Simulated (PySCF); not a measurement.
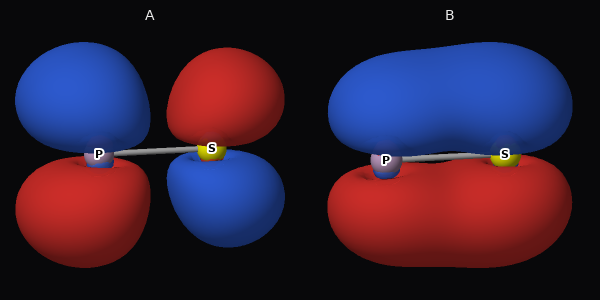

Figure. PS (charge −1, triplet). Two frontier α-spin orbitals, each drawn at the value that holds 80 % of its norm (blue and red are the two phases), in no order; of a degenerate pair one member is drawn.

Theory: PBE0/def2-SVPD, non-relativistic Hamiltonian with scalar-relativistic core potentials where named, at a bond length of 2.029 Å (PySCF).

Question: Name the orbitals and rank them from lowest to highest energy.

Answer: Orbital B: π, occupied in this spin, −2.84 eV; bonding, with no node between the atoms.
Orbital A: π, occupied in this spin, 0.37 eV; antibonding, with a node between the atoms.
